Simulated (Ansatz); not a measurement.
CH$_{5}$NSi$_{2}$: several calculations on one system

Part 1: Relaxation

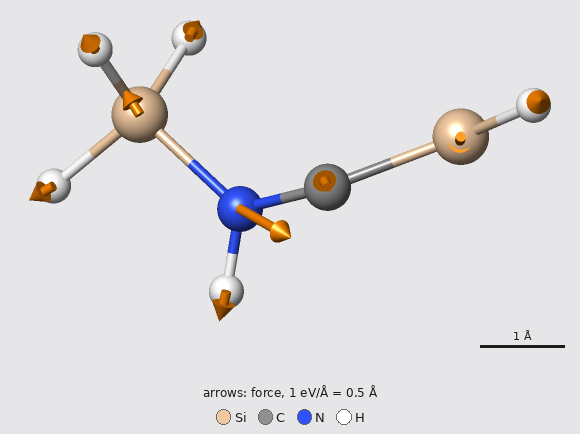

Starting geometry of CH₅NSi₂ with the computed forces as orange arrows. A ball-and-stick model, seen at a tilt.

The run prepares an end point of a later path (torsion) calculation, from a guessed geometry.

Theory: RKS revPBE/def2-SVP (Ansatz 0.2.0).

The input:
```yaml
crystal:
  periodic: [false, false, false]
  atoms:
    - { symbol: Si, position_ang: [0.34864, 2.44133, -0.84114] }
    - { symbol: C, position_ang: [0.33291, 0.74167, -0.97196] }
    - { symbol: "N", position_ang: [-0.36406, -0.34851, -0.57473] }
    - { symbol: Si, position_ang: [-0.21509, -1.18581, 0.9381] }
    - { symbol: H, position_ang: [1.37293, 3.39972, -1.21955] }
    - { symbol: H, position_ang: [-0.90711, -0.78949, -1.30952] }
    - { symbol: H, position_ang: [1.19279, -1.45436, 1.24489] }
    - { symbol: H, position_ang: [-0.96065, -2.4268, 0.72073] }
    - { symbol: H, position_ang: [-0.80036, -0.37774, 2.01318] }
basis:
  gaussian: { orbitals: def2-SVP }
hamiltonian:
  xc: revpbe
relax:
  f_tol: 0.015
  max_steps: 40
```

Command:
```bash
ansatz run input.yaml --threads 1 --pin off --max-ram 2048MiB --backend cpu --events-out ev --progress --plain --runs-dir out
```

What follows when this structure is relaxed?

It isn't relaxed: the largest force vector, on N3, is 2.13 eV/Å. The final displacements have little in common with the starting forces (cosine between the two patterns 0.18). Over 15 accepted moves (18 points after the start) the energy falls by 16.4 kcal/mol. The largest force component goes from 1.6 to 0.011 eV/Å. The line search rejected the trial steps at points 7, 9, 16 of the run. The largest move after the best rigid fit is that of H5, 0.95 Å. Largest moves by element: H 0.95 Å, C 0.53 Å, Si 0.35 Å, N 0.15 Å. Near-neighbour distances that change, for instance: Si1–H5 1.453 → 1.543 Å, N3–Si4 1.735 → 1.821 Å, C2–N3 1.354 → 1.312 Å, Si4–H8 1.464 → 1.505 Å. Bond angles that change, for instance: C2–Si1–H5 130.1° → 88.2°, Si1–C2–N3 141.7° → 170.3°, C2–N3–Si4 126.9° → 121.2°. Cost: 21 s on 1 thread of AMD EPYC 9R45 96-Core Processor (Zen 5), with other jobs on the host, peak memory 0.14 GiB.

Part 2: Relaxation

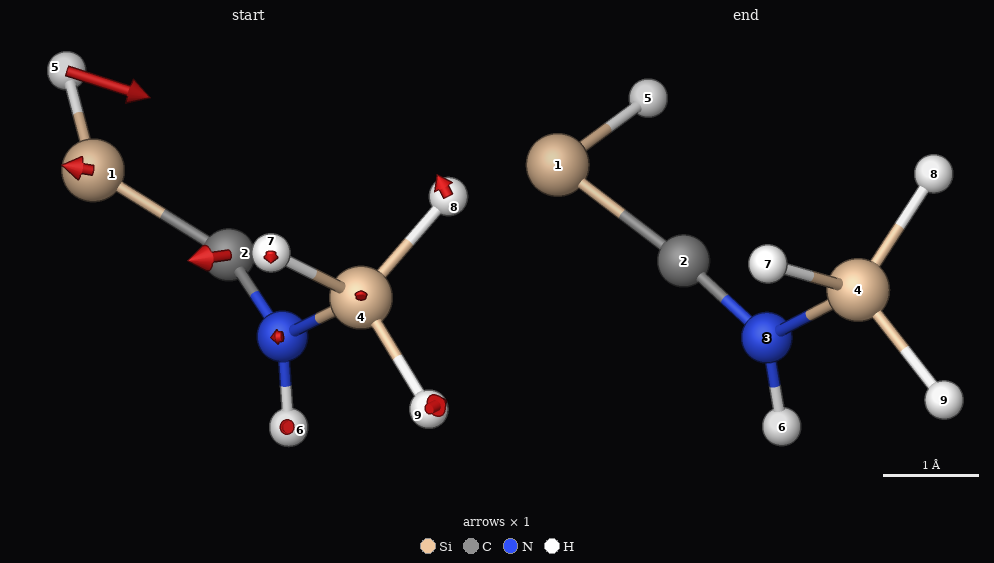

The structure of CH5NSi2 before (left) and after (right) a relaxation, at one scale. The red arrows give the displacements, at their true length.

Style: ball-and-stick. Shown from a free direction.

The run prepares an end point of a later path (torsion) calculation, from a guessed geometry.

These are results of Ansatz 0.2.0, RKS revPBE/def2-SVP, not measurements. (no spin polarisation; force threshold 0.015 eV/Å; at most 40 steps)

### Describe what moved and what it gained.

After 16 accepted moves (17 points after the start) the energy has fallen by 17.3 kcal/mol. The largest force component goes from 1.8 to 0.01 eV/Å. The line search rejected the trial step at point 7 of the run. The atom that moves furthest after the best rigid fit is H5 (0.94 Å). Largest moves by element: H 0.94 Å, C 0.53 Å, Si 0.35 Å, N 0.14 Å. Near-neighbour distances that change, for instance: Si1–H5 1.453 → 1.542 Å, N3–Si4 1.735 → 1.821 Å, C2–N3 1.354 → 1.312 Å, Si4–H8 1.464 → 1.498 Å. Bond angles that change, for instance: C2–Si1–H5 130.1° → 88.4°, Si1–C2–N3 141.7° → 170.1°, C2–N3–Si4 126.9° → 121.3°.

Part 3: Path

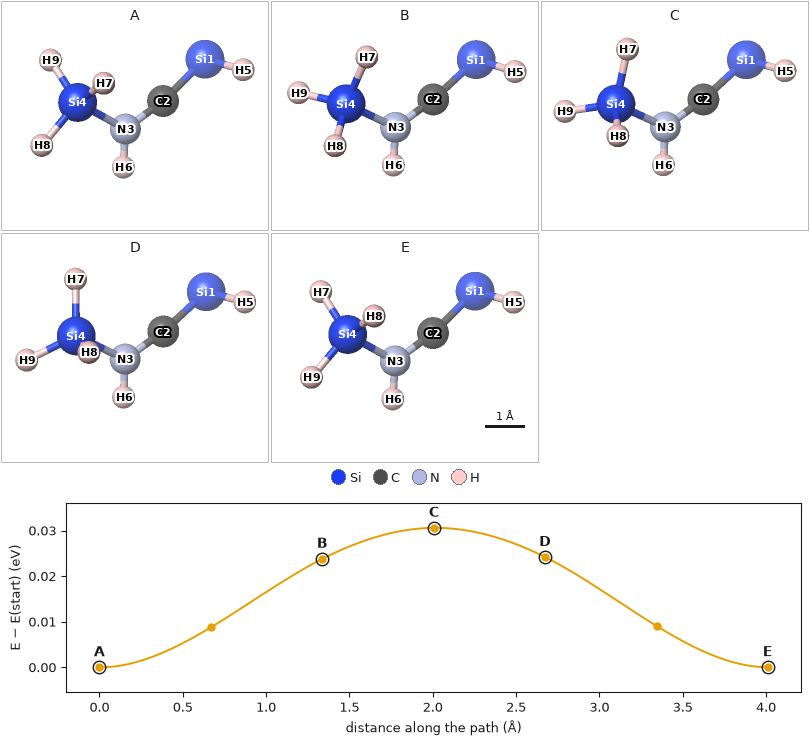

A search for the minimum-energy path of CH₅NSi₂ by the nudged elastic band. Images are numbered from 0 (start) to 6 (end). Frames A to E are images 0, 2, 3, 4, 6. Style: ball-and-stick. Shown from a free direction.

Computed with Ansatz 0.2.0, RKS revPBE/def2-SVP. Set-up: 5 movable images; climbing image; force threshold 0.05 eV/Å; iteration limit 60; starting path by image-dependent pair potential.

Describe the mechanism and the energy profile.

The barrier is about 0.031 eV in both directions, with image 3 at the top; the ends have the same energy. The motion is a rotation about the N3–Si4 bond by about 120°. No bond forms or breaks between the ends. Bond angles that change up to the highest image, for instance: C2–N3–Si4 121.2° → 125.3°, Si4–N3–H6 119.6° → 117.1°. The band is converged. At the top, the vibrational analysis gives one imaginary mode (75i cm⁻¹), as a transition state must have.
